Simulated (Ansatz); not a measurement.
# Si2Sn: what a guessed cell relaxes into, part 2 of 2

The task: take a trial cell of Si2Sn to zero force and stress.

Ansatz 0.2.0; DFT PBE, scalar-relativistic, plane waves, PAW. Earlier steps stand in the parts before.

## (4) Relaxation on the finer mesh

The end of the coarse run is made exact in the group found at a tolerance of 0.06 Å and reduced to its primitive cell.

Contents of input.yaml:

```yaml
crystal:
  lattice:
    - [3.707622266, 0.0, 0.0]
    - [-1.853811133, 3.21089507, 0.0]
    - [0.0, 0.0, 10.762176927]
  atoms:
    - { symbol: Si, position: [0.6666666667, 0.3333333333, 0.0880926129] }
    - { symbol: Si, position: [0.6666666667, 0.3333333333, 0.8135577531] }
    - { symbol: Si, position: [0.3333333333, 0.6666666667, 0.1864422469] }
    - { symbol: Si, position: [0.3333333333, 0.6666666667, 0.9119073871] }
    - { symbol: Sn, position: [0.6666666667, 0.3333333333, 0.3887581835] }
    - { symbol: Sn, position: [0.3333333333, 0.6666666667, 0.6112418165] }
basis:
  ecutwfc: 420
kpoints:
  mp_grid: { grid: [12, 12, 4] }
hamiltonian:
  xc: pbe
scf:
  occupations: { method: gaussian, width: 0.1 }
output:
  forces: true
  stress: true
  eigenvalues: true
  write_density: true
  write_potential: true
  elf: true
  volumetric_format: npy
relax:
  adjacent_minimum: "off"
  f_tol: 0.01
  max_steps: 80
  cell: { stress_tol: 0.05 }
```

The run is started by

```sh
ansatz run input.yaml --threads 1 --pin off --max-ram 2560MiB --backend cpu --events-out ev --progress --plain --runs-dir out
```

Log:

```text
Warning: RAYON_NUM_THREADS=1 ignored (pool sized by the plan → 1); use --threads N
[... 9 set-up lines as earlier in the session ...]
Crystal: 6 atoms, lattice volume = 128.121 Å³
Basis set: ecut = 420 eV, 2495 PW (Γ), exchange–correlation on 50×50×144 points (8 copies of the dense FFT grid, shifted against one another)
Bands: 28, of which v1, the nominal top of the filled ones, is band 22 counted from 1 (21 counted from 0)
[... 1 set-up line as earlier in the session ...]
Space group: P-3m1 (ITA 164), of the structure as read, at distance tolerance 5.0e-5 Å
k-points: 69 of 576
[... 8 set-up lines as earlier in the session ...]
SCF iter   1: F=—  HF=-14589.825548 eV  |F-HF|=—  |Δ(HF+E_count)|=         —  Δρ=2.98e-3  dr2=8.80e-2  ethr=1.77e-3  ⟨swp⟩=6.5  Hψ=9494  notcnv=0
preconditioner: auto → Kerker (q_TF=auto, 2.283 Å⁻¹)  [metal: Δε(μ)=0.017 eV  Ē_g=14.555 eV  σ=0.100 eV  W_gap=0.10  n_scr=36 (ndim 8)  ℏωp=21.8 eV  f_vac=0.000  D(μ)=2.78/eV (n_scr^D=12)]
SCF iter   2: F=—  HF=-14589.820309 eV  |F-HF|=—  |Δ(HF+E_count)|=   5.24e-3  Δρ=1.73e-3  dr2=2.86e-2  ethr=2.00e-4  ⟨swp⟩=1.0  Hψ=2488  notcnv=0
SCF iter   3: F=—  HF=-14589.817937 eV  |F-HF|=—  |Δ(HF+E_count)|=   2.37e-3  Δρ=7.02e-4  dr2=2.68e-3  ethr=6.51e-5  ⟨swp⟩=1.8  Hψ=1982  notcnv=0
SCF iter   4: F=—  HF=-14589.817593 eV  |F-HF|=—  |Δ(HF+E_count)|=   3.44e-4  Δρ=3.16e-4  dr2=3.85e-4  ethr=6.09e-6  ⟨swp⟩=2.3  Hψ=3222  notcnv=0
SCF iter   5: F=—  HF=-14589.817584 eV  |F-HF|=—  |Δ(HF+E_count)|=   8.74e-6  Δρ=1.30e-4  dr2=2.22e-5  ethr=8.75e-7  ⟨swp⟩=2.0  Hψ=3323  notcnv=0
SCF iter   6: F=—  HF=-14589.817529 eV  |F-HF|=—  |Δ(HF+E_count)|=   5.51e-5  Δρ=3.35e-5  dr2=1.91e-6  ethr=5.04e-8  ⟨swp⟩=2.0  Hψ=3241  notcnv=0
SCF iter   7: F=-14589.817529 eV  HF=-14589.817529 eV  |F-HF|=8.11e-9  |Δ(HF+E_count)|=   2.85e-7  Δρ=5.07e-6  dr2=5.23e-8  ethr=2.27e-10  ⟨swp⟩=11.8  Hψ=15575  notcnv=0
SCF 1 converged in 7 iterations: F = -14589.817529 eV  dr2 = 5.23e-8
relax step   1: F+E_penalty+E_count = -14589.81752901 eV  Δ(F+E_penalty+E_count) = +0.000e0 eV  max|allowed force component| = 1.952e-1 eV/Å  Δτ_max = 0.0000 Å  P = +0.046 GPa  Ω = 128.121 Å³  (7 SCF iters, dr2 threshold 1.00e-7 eV, accepted)
Crystal: 6 atoms, lattice volume = 128.771 Å³
Basis set: ecut = 420 eV, 2545 PW (Γ), exchange–correlation on 50×50×144 points (8 copies of the dense FFT grid, shifted against one another)
[... 2 set-up lines as earlier in the session ...]
iter 1 solved again at ethr=2.24e-5 eV; its pass at ethr=3.10e-3 eV (dr2=9.84e-3 eV) is discarded
SCF iter   1: F=—  HF=-14589.852029 eV  |F-HF|=—  |Δ(HF+E_count)|=         —  Δρ=1.64e-3  dr2=9.80e-3  ethr=2.24e-5  ⟨swp⟩=1.5  Hψ=12121  notcnv=0
preconditioner: auto → Kerker (q_TF=auto, 2.281 Å⁻¹)  [metal: Δε(μ)=0.011 eV  Ē_g=14.528 eV  σ=0.100 eV  W_gap=0.06  n_scr=36 (ndim 8)  ℏωp=21.7 eV  f_vac=0.000  D(μ)=2.40/eV (n_scr^D=6)]
SCF iter   2: F=—  HF=-14589.851670 eV  |F-HF|=—  |Δ(HF+E_count)|=   3.59e-4  Δρ=1.03e-3  dr2=4.38e-3  ethr=2.23e-5  ⟨swp⟩=1.0  Hψ=1932  notcnv=0
SCF iter   3: F=—  HF=-14589.851382 eV  |F-HF|=—  |Δ(HF+E_count)|=   2.88e-4  Δρ=1.44e-4  dr2=8.93e-5  ethr=9.94e-6  ⟨swp⟩=1.7  Hψ=2023  notcnv=0
SCF iter   4: F=—  HF=-14589.851330 eV  |F-HF|=—  |Δ(HF+E_count)|=   5.23e-5  Δρ=5.73e-5  dr2=8.17e-6  ethr=2.03e-7  ⟨swp⟩=2.1  Hψ=2510  notcnv=0
SCF iter   5: F=—  HF=-14589.851330 eV  |F-HF|=—  |Δ(HF+E_count)|=   1.27e-7  Δρ=1.72e-5  dr2=7.89e-7  ethr=1.86e-8  ⟨swp⟩=2.7  Hψ=3707  notcnv=0
SCF iter   6: F=-14589.851331 eV  HF=-14589.851331 eV  |F-HF|=5.07e-9  |Δ(HF+E_count)|=   2.30e-7  Δρ=4.55e-6  dr2=5.34e-8  ethr=1.36e-9  ⟨swp⟩=12.0  Hψ=15315  notcnv=0
SCF 2 converged in 6 iterations: F = -14589.851331 eV  dr2 = 5.34e-8
relax step   2: F+E_penalty+E_count = -14589.85133059 eV  Δ(F+E_penalty+E_count) = -3.380e-2 eV  max|allowed force component| = 1.238e-1 eV/Å  Δτ_max = 0.0445 Å  P = -0.310 GPa  Ω = 128.771 Å³  energy of the carried Pulay correction = -1.133e-4 eV  (6 SCF iters, dr2 threshold 6.00e-7 eV, accepted)
Crystal: 6 atoms, lattice volume = 127.324 Å³
Basis set: ecut = 420 eV, 2461 PW (Γ), exchange–correlation on 50×50×144 points (8 copies of the dense FFT grid, shifted against one another)
iter 1 solved again at ethr=2.61e-5 eV; its pass at ethr=3.10e-3 eV (dr2=1.15e-2 eV) is discarded
SCF iter   1: F=—  HF=-14589.859465 eV  |F-HF|=—  |Δ(HF+E_count)|=         —  Δρ=1.83e-3  dr2=1.05e-2  ethr=2.61e-5  ⟨swp⟩=1.4  Hψ=11093  notcnv=0
preconditioner: auto → Kerker (q_TF=auto, 2.286 Å⁻¹)  [metal: Δε(μ)=0.008 eV  Ē_g=14.567 eV  σ=0.100 eV  W_gap=0.04  n_scr=26 (ndim 8)  ℏωp=21.8 eV  f_vac=0.000  D(μ)=2.25/eV (n_scr^D=6)]
SCF iter   2: F=—  HF=-14589.858722 eV  |F-HF|=—  |Δ(HF+E_count)|=   7.43e-4  Δρ=1.12e-3  dr2=4.51e-3  ethr=2.40e-5  ⟨swp⟩=1.0  Hψ=1932  notcnv=0
SCF iter   3: F=—  HF=-14589.858321 eV  |F-HF|=—  |Δ(HF+E_count)|=   4.00e-4  Δρ=1.50e-4  dr2=1.53e-4  ethr=1.02e-5  ⟨swp⟩=1.9  Hψ=2064  notcnv=0
SCF iter   4: F=—  HF=-14589.858282 eV  |F-HF|=—  |Δ(HF+E_count)|=   3.91e-5  Δρ=6.65e-5  dr2=1.47e-5  ethr=3.47e-7  ⟨swp⟩=2.0  Hψ=2483  notcnv=0
SCF iter   5: F=—  HF=-14589.858280 eV  |F-HF|=—  |Δ(HF+E_count)|=   2.17e-6  Δρ=1.82e-5  dr2=1.35e-6  ethr=3.34e-8  ⟨swp⟩=2.7  Hψ=3526  notcnv=0
SCF iter   6: F=-14589.858280 eV  HF=-14589.858280 eV  |F-HF|=1.27e-10  |Δ(HF+E_count)|=   2.53e-8  Δρ=5.96e-6  dr2=7.41e-8  ethr=1.36e-9  ⟨swp⟩=12.1  Hψ=15778  notcnv=0
SCF 3 converged in 6 iterations: F = -14589.858280 eV  dr2 = 7.41e-8
relax step   3: F+E_penalty+E_count = -14589.85828003 eV  Δ(F+E_penalty+E_count) = -6.949e-3 eV  max|allowed force component| = 6.810e-2 eV/Å  Δτ_max = 0.0530 Å  P = +0.501 GPa  Ω = 127.324 Å³  energy of the carried Pulay correction = +1.399e-4 eV  (6 SCF iters, dr2 threshold 6.00e-7 eV, accepted)
[... 10 lines left out ...]
relax step   4: F+E_penalty+E_count = -14589.86000252 eV  Δ(F+E_penalty+E_count) = -1.722e-3 eV  max|allowed force component| = 4.685e-2 eV/Å  Δτ_max = 0.0137 Å  P = +0.138 GPa  Ω = 127.871 Å³  energy of the carried Pulay correction = +4.384e-5 eV  (4 SCF iters, dr2 threshold 6.00e-7 eV, accepted)
[... 9 lines left out ...]
relax step   5: F+E_penalty+E_count = -14589.86047222 eV  Δ(F+E_penalty+E_count) = -4.697e-4 eV  max|allowed force component| = 1.121e-2 eV/Å  Δτ_max = 0.0111 Å  P = -0.104 GPa  Ω = 128.089 Å³  energy of the carried Pulay correction = +5.632e-6 eV  (5 SCF iters, dr2 threshold 1.37e-7 eV, accepted)
[... 10 lines left out ...]
relax step   6: F+E_penalty+E_count = -14589.86062589 eV  Δ(F+E_penalty+E_count) = -1.537e-4 eV  max|allowed force component| = 1.196e-2 eV/Å  Δτ_max = 0.0048 Å  P = +0.002 GPa  Ω = 127.783 Å³  energy of the carried Pulay correction = +5.929e-5 eV  (5 SCF iters, dr2 threshold 5.33e-8 eV, accepted)
[... 9 lines left out ...]
relax step   7: F+E_penalty+E_count = -14589.86075688 eV  Δ(F+E_penalty+E_count) = -1.310e-4 eV  max|allowed force component| = 3.134e-3 eV/Å  Δτ_max = 0.0062 Å  P = +0.000 GPa  Ω = 127.680 Å³  energy of the carried Pulay correction = +7.728e-5 eV  (5 SCF iters, dr2 threshold 3.48e-8 eV, accepted)
Basis set: ecut = 420 eV, 2485 PW (Γ), exchange–correlation on 50×50×150 points (8 copies of the dense FFT grid, shifted against one another)
[... 1 set-up line as earlier in the session ...]
iter 1 solved again at ethr=1.17e-6 eV; its pass at ethr=3.10e-3 eV (dr2=5.14e-4 eV) is discarded
SCF iter   1: F=—  HF=-14589.860836 eV  |F-HF|=—  |Δ(HF+E_count)|=         —  Δρ=2.14e-5  dr2=9.35e-8  ethr=1.17e-6  ⟨swp⟩=2.8  Hψ=13851  notcnv=0
eigensolver tolerance schedule: the retry pair's looser diagonalisation over-reported the residual by 5491.61 of it (diagonalisation noise at an unbounded share of the residual, at the tolerance the schedule requests for it); recorded, not acted on — ethr = c·dr2/N_el stays at c = 1.0e-1
preconditioner: auto → Kerker (q_TF=auto, 2.284 Å⁻¹)  [metal: Δε(μ)=0.006 eV  Ē_g=14.561 eV  σ=0.100 eV  W_gap=0.04  n_scr=26 (ndim 8)  ℏωp=21.8 eV  f_vac=0.000  D(μ)=2.02/eV (n_scr^D=4)]
SCF iter   2: F=—  HF=-14589.860809 eV  |F-HF|=—  |Δ(HF+E_count)|=   2.74e-5  Δρ=1.13e-5  dr2=2.70e-8  ethr=2.13e-10  ⟨swp⟩=3.3  Hψ=4190  notcnv=0
SCF iter   3: F=—  HF=-14589.860809 eV  |F-HF|=—  |Δ(HF+E_count)|=   1.26e-7  Δρ=4.40e-6  dr2=4.75e-9  ethr=6.13e-11  ⟨swp⟩=2.4  Hψ=3057  notcnv=0
SCF iter   4: F=—  HF=-14589.860809 eV  |F-HF|=—  |Δ(HF+E_count)|=   2.19e-8  Δρ=2.22e-7  dr2=3.20e-10  ethr=1.08e-11  ⟨swp⟩=2.0  Hψ=2901  notcnv=0
SCF iter   5: F=—  HF=-14589.860809 eV  |F-HF|=—  |Δ(HF+E_count)|=  5.46e-12  Δρ=1.13e-7  dr2=9.68e-11  ethr=1.00e-12  ⟨swp⟩=7.1  Hψ=9903  notcnv=0
SCF iter   6: F=-14589.860809 eV  HF=-14589.860809 eV  |F-HF|=0.00e0  |Δ(HF+E_count)|=    0.00e0  Δρ=3.82e-8  dr2=3.73e-12  ethr=1.00e-12  ⟨swp⟩=6.0  Hψ=8169  notcnv=0
SCF 8 converged in 6 iterations: F = -14589.860809 eV  dr2 = 3.73e-12
relax step   8: F+E_penalty+E_count = -14589.86080895 eV  Δ(F+E_penalty+E_count) = -5.207e-5 eV  max|allowed force component| = 3.139e-3 eV/Å  Δτ_max = 0.0000 Å  P = -0.001 GPa  Ω = 127.680 Å³  stress off target by 2.04e-3 GPa  SCF on the basis re-selected at this cell (its energy is not comparable with the rows above)  (6 SCF iters)
basis re-selected at this cell: Δ(F+E_penalty+E_count) = -5.207e-5 eV, ΔP = -0.001 GPa vs the last step (what re-selecting the basis moved, of the pressure what is left beyond the Pulay correction that the steps carried, after the strain that the cell walked since its last selection, with what the two solves' SCF thresholds leave and, on support functions, any second-order correction that the steps lacked; it is no measure of the basis error at this ecutwfc). The dense FFT grid was sized anew with the basis: this SCF ran on 25×25×75 points, the steps before it on 25×25×72, so part of this shift can come from that change (see relax.cell in the input reference). This SCF's stress stands 2.04e-3 GPa from its target on what of the cell is left free (relax.cell.stress_tol is 5.00e-2 GPa) and its largest allowed force component is 3.14e-3 eV/Å (relax.f_tol is 1.00e-2 eV/Å): within both
SCF converged after 6 iterations
Free energy (F): -14589.860809 eV
Harris-Foulkes:  -14589.860809 eV  (|F-HF|=0.00e0)
Internal energy: -14589.850712 eV  (E = F + TS)
E sigma→0 (E₀):  -14589.855761 eV
Entropy (-TS):   -0.010097 eV (-1.683 meV/atom)
Fermi energy:    8.903697 eV
--- Per-component energies (eV) ---
  E_band       = -158.344178
  E_kinetic    = 531.203416
  E_local      = -2872.142409  (includes V_loc(G=0)·N_el)
  E_nonlocal   = 37.846245
  E_hartree    = 1619.371214
  E_xc         = -986.498142
  E_vxc        = -379.493876  (∫ρ·V_xc dr)
  E_paw        = -10319.491994  (= ΣΔE_a)
  E_vpaw       = -714.499915  (= ΣTr[D̂ρ^β])
  E_aug_tail   = 0.000027  (compensation charges beyond the density's cutoff)
  E_ewald      = -2600.139068
  E_smearing   = -0.010097  (= −TS)
  E_closure    = 0.000000  (closes the sum)
  Σ components = -14589.860809   (vs F -14589.860809, Δ=0.00e0)
--- Forces (eV/Å), atoms counted from 1 ---
  atom   1  Si    -0.00000000     0.00000000     0.00313885
  atom   2  Si    -0.00000000     0.00000000     0.00075584
  atom   3  Si    -0.00000000    -0.00000000    -0.00075584
  atom   4  Si    -0.00000000    -0.00000000    -0.00313885
  atom   5  Sn     0.00000000     0.00000000     0.00038106
  atom   6  Sn     0.00000000    -0.00000000    -0.00038106
  max |Σ_I F_I| component: 1.48e-16 eV/Å
--- Stress (GPa, compression-positive) ---
       -0.000519       0.000000       0.000000
       -0.000000      -0.000519       0.000000
        0.000000       0.000000      -0.002044
  P = ⅓ Tr σ = -0.0010 GPa (-0.010 kbar)
--- Band table (eV; the first three rows and the last of 69) ---
  k-point 0: bands = ["-12.6352", "-12.6352", "-12.6316", "-12.6316", "-12.6242", "-12.6080", "-12.5931", "-12.5931", "-12.5446", "-12.5446", "-3.6126", "-2.4576", "-1.0663", "1.4974", "2.5845", "7.9482", "7.9522", "8.1984", "8.1984", "9.2259", "9.2259", "10.5886", "11.8437", "11.8662", "11.8662", "12.4033", "12.4033", "12.9099"]
  k-point 1: bands = ["-12.6352", "-12.6352", "-12.6316", "-12.6316", "-12.6242", "-12.6080", "-12.5931", "-12.5931", "-12.5446", "-12.5446", "-3.5954", "-2.5513", "-0.7880", "0.8200", "3.4239", "6.3381", "8.2019", "8.2019", "9.2152", "9.2152", "9.5236", "10.5909", "11.8677", "11.8677", "11.9290", "12.4796", "12.4796", "12.9544"]
  k-point 2: bands = ["-12.6352", "-12.6352", "-12.6316", "-12.6316", "-12.6243", "-12.6080", "-12.5931", "-12.5931", "-12.5446", "-12.5446", "-3.5767", "-2.6335", "-0.2846", "0.1183", "4.5890", "5.0108", "8.2053", "8.2053", "9.2045", "9.2045", "10.3568", "10.6063", "11.8693", "11.8693", "12.4688", "12.5557", "12.5557", "12.6590"]
  k-point 68: bands = ["-12.6509", "-12.6280", "-12.6280", "-12.5997", "-12.5997", "-12.5975", "-12.5792", "-12.5537", "-12.5464", "-12.5464", "0.2486", "0.2486", "1.2988", "1.2988", "3.3292", "3.3292", "3.6857", "4.6113", "4.9619", "4.9619", "6.9587", "7.5949", "8.7423", "8.7423", "9.2875", "9.2875", "11.5646", "12.8884"]
--- Relaxed structure (7 steps of the walk, 7 accepted, 1 SCFs on fresh bases) ---
  F+E_penalty+E_count = -14589.86080895 eV   max|allowed force component| = 3.139e-3 eV/Å   (the final SCF, on the basis selected at the relaxed cell)
  cell:  # Å, volume = 127.6803 Å³
    - [3.660212352769302, -1.5112284911012466e-33, 2.6765095243516743e-18]
    - [-1.830106176384651, 3.1698368807438246, -1.3382547621758358e-18]
    - [7.769148791664196e-18, 6.338558768685776e-33, 11.004761878888196]
  atoms:
    - { symbol: Si, position: [0.6666666666666666, 0.33333333333333326, 0.08800702146125007] }
    - { symbol: Si, position: [0.6666666666666666, 0.33333333333333326, 0.810254384409247] }
    - { symbol: Si, position: [0.33333333333333326, 0.6666666666666665, 0.1897456155907531] }
    - { symbol: Si, position: [0.33333333333333326, 0.6666666666666665, 0.9119929785387498] }
    - { symbol: Sn, position: [0.6666666666666666, 0.33333333333333326, 0.38085418425106976] }
    - { symbol: Sn, position: [0.33333333333333326, 0.6666666666666665, 0.6191458157489301] }
```

Run time: 2.4 min. Hardware: 1 thread of Arm Neoverse V1, shared host; peak memory 0.5 GiB.

The steps of the relaxation:

```
step  energy from step 1 (eV/cell)  largest force component (eV/Å)  pressure (GPa)  volume (Å³)
   1                        0.0000                          0.1952            0.05       128.12
   2                       -0.0338                          0.1238           -0.31       128.77
   3                       -0.0408                          0.0681            0.50       127.32
   4                       -0.0425                          0.0469            0.14       127.87
   5                       -0.0429                          0.0112           -0.10       128.09
   6                       -0.0431                          0.0120            0.00       127.78
   7                       -0.0432                          0.0031            0.00       127.68
   8                       -0.0433                          0.0031            0.00       127.68
```

Step 1 is the start. Step 8 repeats the geometry before it on a plane-wave basis chosen anew for that cell, so its energy need not be comparable with the rows above.

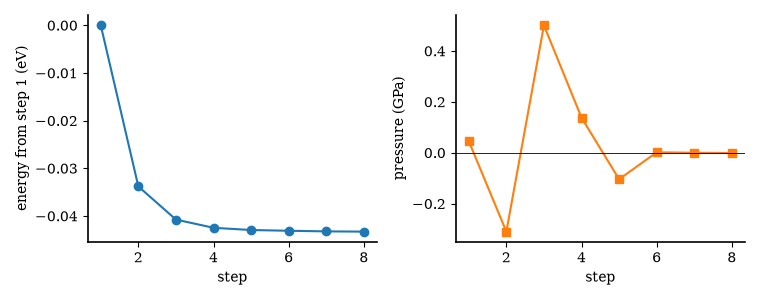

Energy and pressure along the relaxation.

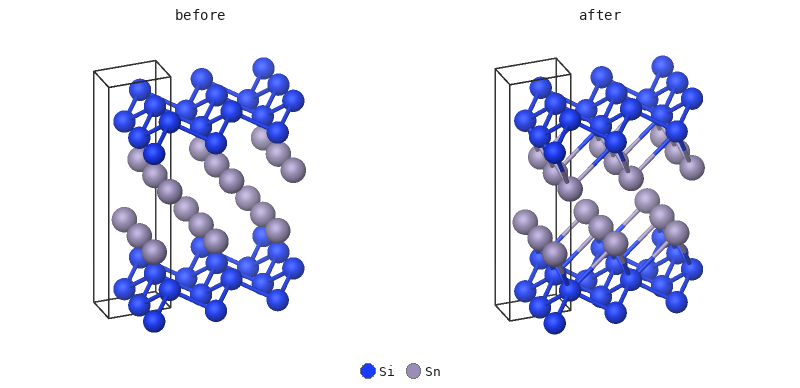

The structure before (left) and after (right) the relaxation, drawn at the same scale.

|  | before | after | change |
| --- | --- | --- | --- |
| a (Å) | 3.708 | 3.660 | -1.3 % |
| b (Å) | 3.708 | 3.660 | -1.3 % |
| c (Å) | 10.762 | 11.005 | +2.3 % |
| volume (Å³/atom) | 21.35 | 21.28 | -0.3 % |
| shortest distance (Å) | 2.388 | 2.391 | +0.1 % |
| space group (0.01 Å) | P-3m1 | P-3m1 | same |

Forces and stress were held to the start's 12 operations: a distortion of lower symmetry was not tested.

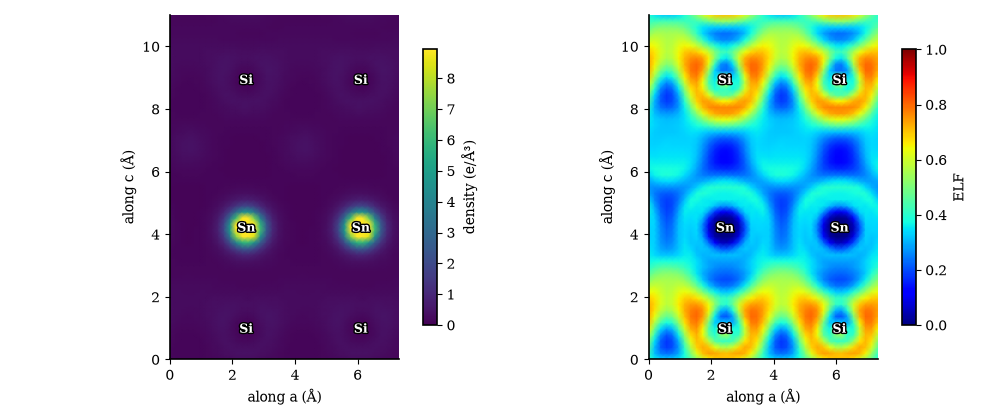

Density (left) and ELF (right) in a lattice plane of the grid's cell (edges 3.66 and 11.00 Å, at 0.333 of the third edge), which holds Si and Sn. Only atoms in the plane are labelled; the density scale stops at 8.94 e/Å³. Both are smooth fields of the valence electrons: close to the nuclei they are not physical.

The highest ELF values outside the cores: 0.90 on the Si–Si line, 1.2 Å from Si; 0.77 in the shell around Si, 0.9 Å from Si; 0.77 on the Si–Sn line, 1.0 Å from Si.

## (5) Variant: xc rpbe, dispersion d3bj, occupations.method cold, occupations.width 0.05, ecutwfc left out

Contents of input.yaml:

```yaml
crystal:
  lattice:
    - [3.6602123528, 0.0, 0.0]
    - [-1.8301061764, 3.1698368807, 0.0]
    - [0.0, 0.0, 11.0047618789]
  atoms:
    - { symbol: Si, position: [0.6666666667, 0.3333333333, 0.0880070215] }
    - { symbol: Si, position: [0.6666666667, 0.3333333333, 0.8102543844] }
    - { symbol: Si, position: [0.3333333333, 0.6666666667, 0.1897456156] }
    - { symbol: Si, position: [0.3333333333, 0.6666666667, 0.9119929785] }
    - { symbol: Sn, position: [0.6666666667, 0.3333333333, 0.3808541843] }
    - { symbol: Sn, position: [0.3333333333, 0.6666666667, 0.6191458157] }
kpoints:
  mp_grid: { grid: [12, 12, 4] }
hamiltonian:
  xc: rpbe
  dispersion: d3bj
scf:
  occupations: { method: cold, width: 0.05 }
output:
  forces: true
  eigenvalues: true
  stress: true
```

The run is started by

```sh
ansatz run input.yaml --threads 1 --pin off --max-ram 2560MiB --backend cpu --events-out ev --progress --plain --runs-dir out
```

Log, cut to the lines that bear on the results:

```text
Warning: RAYON_NUM_THREADS=1 ignored (pool sized by the plan → 1); use --threads N
[...]
[... 3 set-up lines as earlier in the session ...]
Functional definition: RPBE
[...]
Crystal: 6 atoms, lattice volume = 127.680 Å³
Basis set: ecut = 420 eV, 2485 PW (Γ), exchange–correlation on 50×50×150 points (8 copies of the dense FFT grid, shifted against one another)
Bands: 28, of which v1, the nominal top of the filled ones, is band 22 counted from 1 (21 counted from 0)
[... 2 set-up lines as earlier in the session ...]
k-points: 69 of 576
[...]
SCF iter   1: F=—  HF=-14628.896077 eV  |F-HF|=—  |Δ(HF+E_count)|=         —  Δρ=3.79e-3  dr2=3.52e-2  ethr=1.77e-3  ⟨swp⟩=6.9  Hψ=9722  notcnv=0
[...]
Stability not checked: this state was not tested for a lower state beside it, because cold or Methfessel-Paxton smearing, or corrected tetrahedra, fill the levels in a way that the test cannot read (fill_not_monotonic; see scf.lower_state_search)
Free energy (F): -14628.893274 eV
[...]
E sigma→0 (E₀):  -14628.893169 eV
Entropy (-TS):   -0.000315 eV (-0.053 meV/atom)
Fermi energy:    9.010675 eV
[...]
--- Forces (eV/Å), atoms counted from 1 ---
  atom   1  Si     0.00000000     0.00000000    -0.24887305
  atom   2  Si     0.00000000     0.00000000    -0.17971405
  atom   3  Si    -0.00000000    -0.00000000     0.17971405
  atom   4  Si    -0.00000000    -0.00000000     0.24887305
  atom   5  Sn     0.00000000     0.00000000    -0.15222875
  atom   6  Sn     0.00000000    -0.00000000     0.15222875
[...]
--- Stress (GPa, compression-positive) ---
      -14.796180      -0.000000      -0.000000
        0.000000     -14.796180      -0.000000
       -0.000000      -0.000000     -15.821231
  P = ⅓ Tr σ = -15.1379 GPa (-151.379 kbar)
--- Band table (eV; the first three rows and the last of 69) ---
[...]
```

Wall time 19 s (1 thread of Arm Neoverse V1, shared host); peak memory 0.47 GiB.

| run | ending | energy change | pressure (GPa) | gap (eV) | force (eV/Å) | cycles | time |
| --- | --- | --- | --- | --- | --- | --- | --- |
| step 4 | converged | - | 0.0 | 0.00 | 0.00 | - | 2.4 min |
| variant | converged | not comparable | -15.1 | 0.00 | 0.25 | 8 | 19 s |

After a change of functional the difference of the totals has no physical meaning; the pressure goes from 0.0 to -15.1 GPa and the largest force goes from 0.00 to 0.25 eV/Å. The dispersion term and smearing changed too.

## (6) Summary of results

This closing draws on all 2 parts. Changes of volume or cell count from the first structure of part 1.

| quantity | value |
| --- | --- |
| symmetry at the end (tolerance 0.05 Å) | space group P-3m1 (No. 164) |
| conventional cell | a = 3.660 Å, b = 3.660 Å, c = 11.005 Å, α = 90.00°, β = 90.00°, γ = 120.00° |
| volume | 21.28 Å³/atom |
| energy over the elements, grey Sn | +0.30 eV/atom |
| gap on the mesh | none (metal) |

**Reading.** The space group P-3m1 (No. 164) is kept, and the volume per atom grows by 9.2 % from the first guess. With a positive formation energy it can't be a ground state. No finished test with a distortion of lower symmetry is shown, so the end may be a saddle point.
